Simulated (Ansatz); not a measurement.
# CH7AsOSi: inversion of the pyramid at As4, part 2 of 2

How high is the barrier for the inversion of the pyramid at As4? Relax the two ends, then run a nudged elastic band between them. SMILES of the start: OC[SiH2][AsH2].

Ansatz 0.2.0; RKS B3LYP/def2-SVP.

### Step 6. Images and barrier

Images 0 and 8 are the ends. Energies count from image 0; the path length is the program's own measure over all atoms.

```tsv
image	path (Å)	energy (eV)	sum of angles at As4 (°)	band force (eV/Å)
0	0.000	0.0000	275.1	-
1	0.514	0.0140	278.2	0.031
2	1.028	0.0756	288.4	0.020
3	1.542	0.4906	328.1	0.018
4*	2.056	1.3544	360.0	0.026
5	2.508	0.6119	336.0	0.031
6	2.960	0.0965	295.8	0.046
7	3.412	0.0160	280.1	0.018
8	3.865	0.0064	277.8	-
```

The star marks the climbing image.

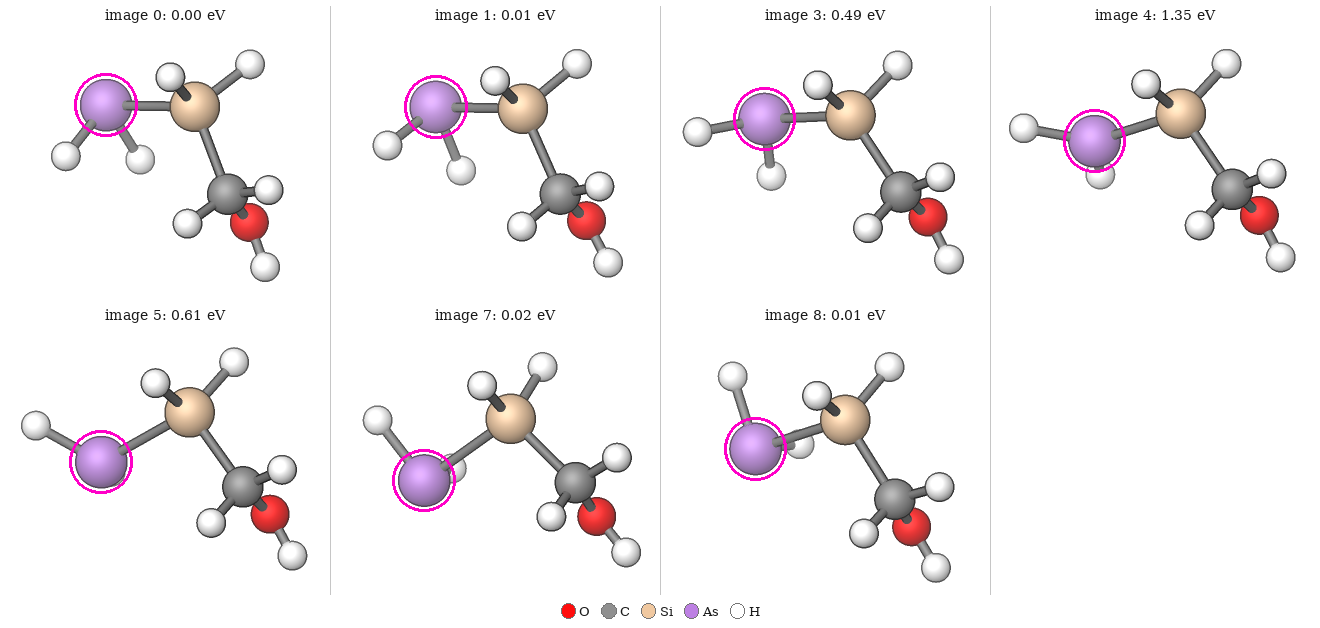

The images of the last band, seen from a free direction. Ringed: As4. Sticks join atoms closer than a bonding distance in each image.

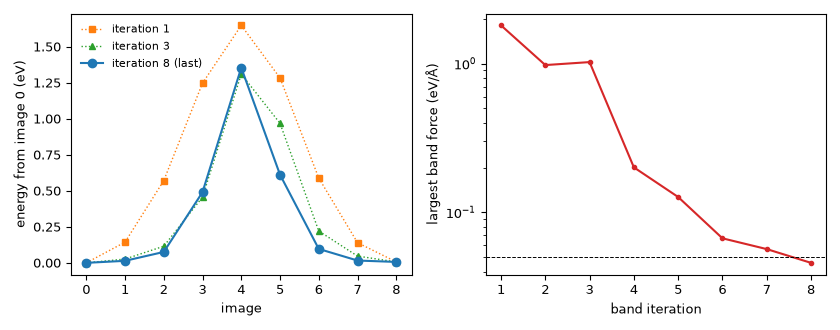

Left: energy of each image for early iterations and the last one (lines only join the points; early values far above the last band run off the scale). Right: the largest band force by iteration, with the threshold dashed.

The top of the band by iteration:

```tsv
iteration	highest image above image 0 (eV)	largest band force (eV/Å)
1	1.6481	1.808
2	1.4386	0.978
3	1.3100	1.024
4	1.3655	0.201
5	1.3584	0.127
6	1.3559	0.067
7	1.3552	0.057
8	1.3544	0.046
```

Positions of all images (Å):

```xyz
11
image=0 dE=0.0000
O    -1.079    0.985   -0.980
C    -0.274    1.116    0.179
Si   -0.045   -0.619    0.941
As    0.939   -2.190   -0.568
H    -1.185    1.855   -1.386
H     0.726    1.542   -0.042
H    -0.737    1.774    0.945
H    -1.370   -1.155    1.367
H     0.832   -0.494    2.145
H     2.125   -1.260   -0.849
H     0.134   -1.612   -1.733
11
image=1 dE=0.0140
O    -1.211    1.019   -0.916
C    -0.327    1.127    0.186
Si   -0.015   -0.621    0.883
As    0.922   -2.208   -0.647
H    -1.418    1.905   -1.239
H     0.640    1.598   -0.086
H    -0.752    1.738    1.012
H    -1.311   -1.176    1.371
H     0.919   -0.502    2.044
H     2.258   -1.465   -0.725
H     0.358   -1.472   -1.862
11
image=2 dE=0.0756
O    -1.315    1.083   -0.844
C    -0.406    1.180    0.238
Si    0.034   -0.590    0.815
As    0.920   -2.226   -0.709
H    -1.543    1.974   -1.141
H     0.513    1.746   -0.020
H    -0.852    1.694    1.119
H    -1.221   -1.206    1.334
H     1.009   -0.484    1.945
H     2.363   -1.717   -0.706
H     0.562   -1.511   -2.010
11
image=3 dE=0.4906
O    -1.388    1.107   -0.743
C    -0.480    1.237    0.340
Si    0.054   -0.527    0.803
As    0.993   -2.014   -0.784
H    -1.591    1.985   -1.090
H     0.417    1.832    0.084
H    -0.947    1.716    1.228
H    -1.167   -1.263    1.255
H     1.045   -0.516    1.921
H     2.506   -1.922   -0.777
H     0.624   -1.691   -2.216
11
image=4 dE=1.3544
O    -1.411    1.100   -0.704
C    -0.509    1.212    0.387
Si    0.038   -0.557    0.815
As    1.137   -1.560   -0.921
H    -1.616    1.983   -1.035
H     0.387    1.814    0.141
H    -0.982    1.672    1.281
H    -1.170   -1.324    1.238
H     1.060   -0.563    1.901
H     2.536   -2.049   -0.797
H     0.595   -1.785   -2.286
11
image=5 dE=0.6119
O    -1.423    1.095   -0.677
C    -0.527    1.178    0.422
Si    0.039   -0.611    0.795
As    1.311   -1.183   -1.101
H    -1.638    1.987   -0.980
H     0.362    1.802    0.197
H    -1.005    1.611    1.326
H    -1.155   -1.401    1.201
H     1.057   -0.602    1.889
H     2.467   -2.109   -0.800
H     0.578   -1.825   -2.253
11
image=6 dE=0.0965
O    -1.417    1.094   -0.663
C    -0.551    1.156    0.463
Si    0.113   -0.613    0.716
As    1.452   -0.951   -1.251
H    -1.661    1.991   -0.925
H     0.321    1.820    0.285
H    -1.060    1.531    1.374
H    -1.032   -1.524    1.026
H     1.060   -0.627    1.873
H     2.311   -2.120   -0.769
H     0.530   -1.815   -2.107
11
image=7 dE=0.0160
O    -1.345    1.119   -0.704
C    -0.580    1.138    0.493
Si    0.214   -0.585    0.664
As    1.523   -0.911   -1.314
H    -1.689    2.005   -0.872
H     0.235    1.891    0.460
H    -1.193    1.371    1.388
H    -0.842   -1.618    0.875
H     1.127   -0.583    1.848
H     2.182   -2.184   -0.776
H     0.434   -1.700   -2.040
11
image=8 dE=0.0064
O    -1.094    1.090   -0.999
C    -0.361    1.289    0.201
Si    0.210   -0.427    0.805
As    1.343   -1.475   -1.020
H    -1.376    1.950   -1.338
H     0.535    1.926    0.049
H    -0.966    1.776    0.994
H    -0.957   -1.214    1.301
H     1.174   -0.241    1.933
H     1.520   -2.787   -0.250
H     0.035   -1.945   -1.656
```

### Step 7. Frequencies at the highest image

The geometry is the highest inner image of the first converged band.

input.yaml

```yaml
crystal:
  periodic: [false, false, false]
  atoms:
    - { symbol: O, position_ang: [-1.410893, 1.099578, -0.704255] }
    - { symbol: C, position_ang: [-0.509274, 1.211896, 0.386547] }
    - { symbol: Si, position_ang: [0.037593, -0.557284, 0.815297] }
    - { symbol: As, position_ang: [1.137427, -1.559956, -0.920668] }
    - { symbol: H, position_ang: [-1.615961, 1.983345, -1.035166] }
    - { symbol: H, position_ang: [0.387188, 1.814295, 0.141219] }
    - { symbol: H, position_ang: [-0.982355, 1.672087, 1.281008] }
    - { symbol: H, position_ang: [-1.169657, -1.323739, 1.238066] }
    - { symbol: H, position_ang: [1.060081, -0.563344, 1.901393] }
    - { symbol: H, position_ang: [2.53601, -2.048627, -0.796609] }
    - { symbol: H, position_ang: [0.595243, -1.785352, -2.286233] }
basis:
  gaussian: { orbitals: def2-SVP }
hamiltonian:
  xc: b3lyp
phonons: {}
```

On the command line:

```bash
$ ansatz run input.yaml --threads 2 --pin off --max-ram 3072MiB --backend cpu --events-out ev --progress --plain --runs-dir out
```

What it wrote, cut to the lines that bear on the results:

```text
Warning: RAYON_NUM_THREADS=2 ignored (pool sized by the plan → 2); use --threads N
[...]
Functional definition: B3LYP
[...]
1199 factors; integrals over basis functions are off by at most 3.0e-4 eV
[...]
mean field -71904.82755615 eV, -2642.4536738458 hartree, gradient 1.4e-5 eV, S^2 0.000000; 0 other end points of the search recorded, 0 dependent functions left out
[...]
reference -71904.82780759 eV, -2642.4536830863 hartree; 34, 34 occupied and 79, 79 virtual orbitals, 1199 factors
[...]
1199 factors; integrals over basis functions are off by at most 3.0e-4 eV
mean field -71904.82751875 eV, -2642.4536724715 hartree, gradient 1.9e-6 eV, S^2 0.000000; 0 other end points of the search recorded, 0 dependent functions left out
[...]
reference -71904.82777024 eV, -2642.4536817134 hartree; 34, 34 occupied and 79, 79 virtual orbitals, 1199 factors
[...]
1199 factors; integrals over basis functions are off by at most 3.0e-4 eV
[...]
WARN: phonons: modes at or below zero, which the zero-point energy, F, S and C_V leave out: 1, the lowest at -745.61 cm⁻¹. A minimum has none, and a first-order saddle one
[...]
Atom 2 at     0.037593    -0.557284     0.815297 Å, force    -0.019273    -0.011094     0.026461 eV/Å
Atom 3 at     1.137427    -1.559956    -0.920668 Å, force     0.012748    -0.006934    -0.019131 eV/Å
Atom 4 at    -1.615961     1.983345    -1.035166 Å, force    -0.002451    -0.000660     0.012152 eV/Å
Atom 5 at     0.387188     1.814295     0.141219 Å, force     0.005831     0.001848    -0.002705 eV/Å
Atom 6 at    -0.982355     1.672087     1.281008 Å, force    -0.000329     0.007719     0.010883 eV/Å
Atom 7 at    -1.169657    -1.323739     1.238066 Å, force     0.009563     0.006553    -0.009795 eV/Å
Atom 8 at     1.060081    -0.563344     1.901393 Å, force    -0.001577     0.003529     0.000140 eV/Å
Atom 9 at     2.536010    -2.048627    -0.796609 Å, force     0.000504     0.002229    -0.001736 eV/Å
Atom 10 at     0.595243    -1.785352    -2.286233 Å, force    -0.001509    -0.004718     0.007121 eV/Å
Dipole moment:     0.006726     0.434828     0.072608 e Å
Vibrations: -745.61 54.35 143.75 176.89 252.54 279.10 379.88 408.03 555.35 633.29 698.95 784.43 882.49 918.40 941.39 1070.36 1175.69 1221.02 1359.86 1470.85 2215.06 2227.04 2365.12 2399.04 2951.86 3018.59 3810.05 cm⁻¹, zero-point energy 2.008133 eV
```

Run time: 1.8 min. Hardware: 2 threads of Intel Xeon Platinum 8488C (Sapphire Rapids), shared host; peak memory 0.28 GiB.

Of 27 modes, 1 is imaginary by more than 30 cm⁻¹ (746i cm⁻¹).

### Step 8. Another band, settings changed

crystal.atoms is end A as relaxed above, and neb.final_atoms is end B, turned to lie on A. With 7 inner images the band has 9 in all.

input.yaml

```yaml
crystal:
  periodic: [false, false, false]
  atoms:
    - { symbol: O, position_ang: [-1.079404, 0.985049, -0.979564] }
    - { symbol: C, position_ang: [-0.274256, 1.115748, 0.179262] }
    - { symbol: Si, position_ang: [-0.044721, -0.61876, 0.940665] }
    - { symbol: As, position_ang: [0.939447, -2.189948, -0.568284] }
    - { symbol: H, position_ang: [-1.185244, 1.854844, -1.385576] }
    - { symbol: H, position_ang: [0.726219, 1.542349, -0.042054] }
    - { symbol: H, position_ang: [-0.737078, 1.774166, 0.945175] }
    - { symbol: H, position_ang: [-1.370173, -1.155009, 1.367485] }
    - { symbol: H, position_ang: [0.831734, -0.493723, 2.145459] }
    - { symbol: H, position_ang: [2.124805, -1.260129, -0.848815] }
    - { symbol: H, position_ang: [0.134073, -1.611686, -1.733154] }
basis:
  gaussian: { orbitals: def2-SVP }
hamiltonian:
  xc: b3lyp
neb:
  order_check: false
  images: 7
  f_tol: 0.05
  max_iterations: 60
  initial_path: idpp
  spring: 0.5
  final_atoms:
    - { symbol: O, position_ang: [-1.03348792, 1.12986956, -1.01856238] }
    - { symbol: C, position_ang: [-0.38806, 1.27461082, 0.2380195] }
    - { symbol: Si, position_ang: [0.1583408, -0.46415104, 0.79592705] }
    - { symbol: As, position_ang: [1.42737965, -1.41203288, -0.99472302] }
    - { symbol: H, position_ang: [-1.30154252, 2.00261107, -1.33455179] }
    - { symbol: H, position_ang: [0.50915495, 1.92562955, 0.1802878] }
    - { symbol: H, position_ang: [-1.05215459, 1.71765288, 1.0096425] }
    - { symbol: H, position_ang: [-1.03097172, -1.28404702, 1.16979203] }
    - { symbol: H, position_ang: [1.04011405, -0.32702888, 1.99572812] }
    - { symbol: H, position_ang: [1.56450091, -2.75972158, -0.27891709] }
    - { symbol: H, position_ang: [0.17212839, -1.86049148, -1.74204373] }
```

On the command line:

```bash
$ ansatz run input.yaml --threads 2 --pin off --max-ram 3072MiB --backend cpu --events-out ev --progress --plain --runs-dir out
```

What it wrote, cut to the lines that bear on the results:

```text
Warning: RAYON_NUM_THREADS=2 ignored (pool sized by the plan → 2); use --threads N
[...]
[... 1 set-up line as earlier in the session ...]
[...]
1199 factors; integrals over basis functions are off by at most 3.3e-4 eV
[...]
mean field -71906.18198186 eV, -2642.5034480726 hartree, gradient 1.2e-5 eV, S^2 0.000000; 0 other end points of the search recorded, 0 dependent functions left out
[...]
reference -71906.18223122 eV, -2642.5034572366 hartree; 34, 34 occupied and 79, 79 virtual orbitals, 1199 factors
1199 factors; integrals over basis functions are off by at most 4.3e-4 eV
[...]
mean field -71906.17558461 eV, -2642.5032129781 hartree, gradient 1.4e-5 eV, S^2 0.000000; 0 other end points of the search recorded, 0 dependent functions left out
[...]
reference -71906.17583482 eV, -2642.5032221732 hartree; 34, 34 occupied and 79, 79 virtual orbitals, 1199 factors
[...]
Atom 1 at    -0.510193     1.210526     0.387918 Å, force    -0.003333    -0.004418    -0.016677 eV/Å
Atom 2 at     0.038689    -0.557303     0.820201 Å, force    -0.019827    -0.010725     0.026000 eV/Å
Atom 3 at     1.134080    -1.556151    -0.920856 Å, force     0.012232    -0.007294    -0.018416 eV/Å
Atom 4 at    -1.607991     1.975950    -1.043831 Å, force    -0.003264     0.000007     0.010218 eV/Å
Atom 5 at     0.387549     1.812959     0.147113 Å, force     0.002084     0.005465    -0.003325 eV/Å
Atom 6 at    -0.990452     1.672924     1.277374 Å, force     0.001420     0.002895     0.010459 eV/Å
Atom 7 at    -1.166258    -1.325333     1.246316 Å, force     0.006510     0.006224    -0.009240 eV/Å
Atom 8 at     1.063227    -0.562644     1.904270 Å, force    -0.000570     0.004160     0.000523 eV/Å
Atom 9 at     2.531101    -2.050392    -0.801635 Å, force     0.000555     0.002340    -0.001051 eV/Å
Atom 10 at     0.589108    -1.771079    -2.286979 Å, force    -0.000557    -0.004811     0.007070 eV/Å
Dipole moment:     0.005501     0.435951     0.072651 e Å
this run last wrote the band of iteration 8 to <dir>
```

Run time: 2.3 min. Hardware: 2 threads of Intel Xeon Platinum 8488C (Sapphire Rapids), shared host; peak memory 0.29 GiB.

### Step 9. What the band shows

The 7 inner images lie between the fixed ends 0 and 8. Energy is taken from image 0, and the path length is the program's own coordinate along the band.

```tsv
image	path (Å)	energy (eV)	sum of angles at As4 (°)	band force (eV/Å)
0	0.000	0.0000	275.1	-
1	0.512	0.0142	278.2	0.037
2	1.021	0.0768	288.8	0.014
3	1.530	0.5029	328.7	0.014
4*	2.037	1.3547	360.0	0.026
5	2.481	0.6292	336.9	0.017
6	2.926	0.1030	296.8	0.030
7	3.372	0.0166	280.5	0.018
8	3.822	0.0064	277.8	-
```

The star marks the climbing image.

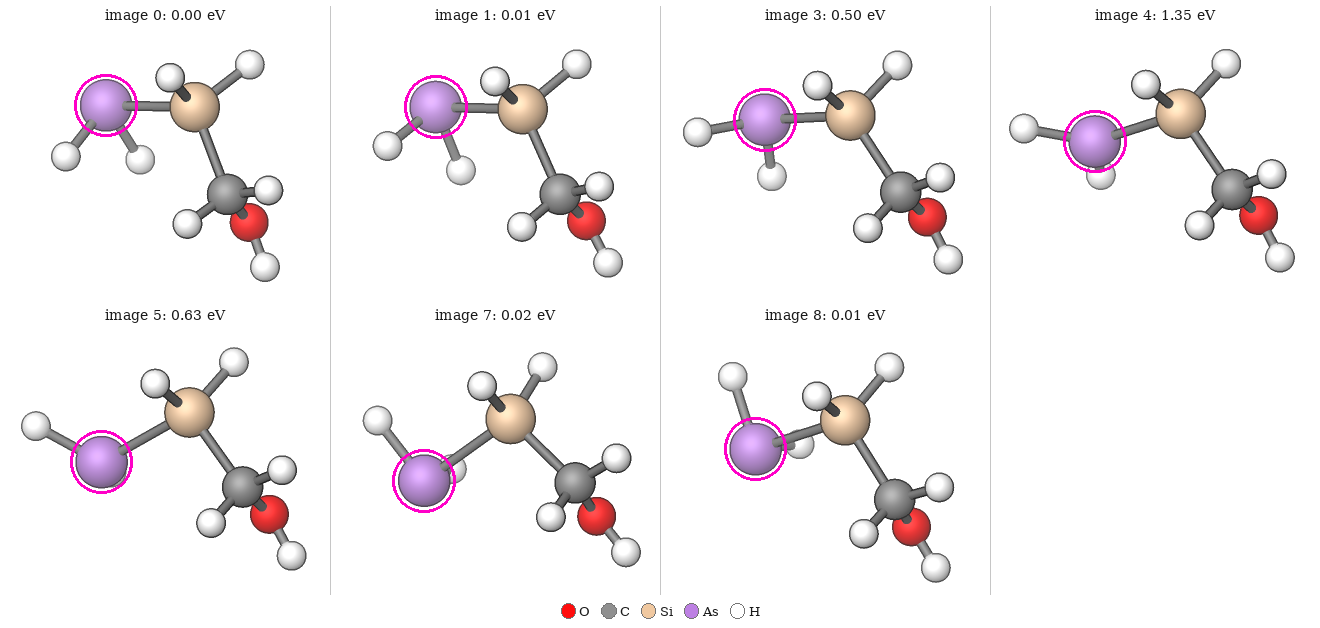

Snapshots along the band, viewed from a free direction. Ringed: As4. Sticks join atoms closer than a bonding distance in each image.

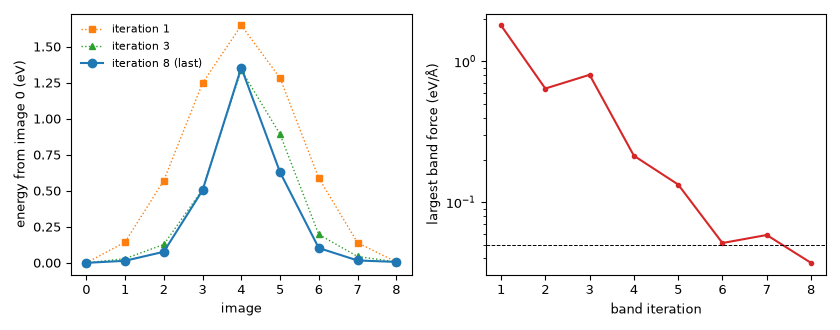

Left: energy of each image for early iterations and the last one (lines only join the points; early values far above the last band run off the scale). Right: the largest band force by iteration, with the threshold dashed.

### Step 10. Outcome

What follows sums up all 2 parts.

| quantity | value |
| --- | --- |
| end A | 9 moves, 0.423 eV lower |
| end B | 18 moves, 0.473 eV lower |
| first band: barrier forwards | 1.35 eV |
| first band: barrier backwards | 1.35 eV |
| first band: second end relative to first | +0.006 eV |
| first band: highest image | 4 of 0 to 8, climbing |
| first band: band iterations | 8 |
| imaginary modes at the top | 746i cm⁻¹ |
| second band | top 1.355 eV above image 0, 8 iterations, 7 inner images |
| time, first and second band | 2.4 min and 2.3 min |

In words: In the first band: the top lies 1.35 eV above the first end, or 52 kT at room temperature, which at an assumed attempt frequency of 10^13 s⁻¹ means a rate near 10^-10 s⁻¹. The ends differ by 7 meV at most. One imaginary mode, as a first-order saddle point has. The second band's top agrees with the first's to 1 meV, so the changed settings hardly move the height. These are electronic energies, with no zero-point or thermal terms.
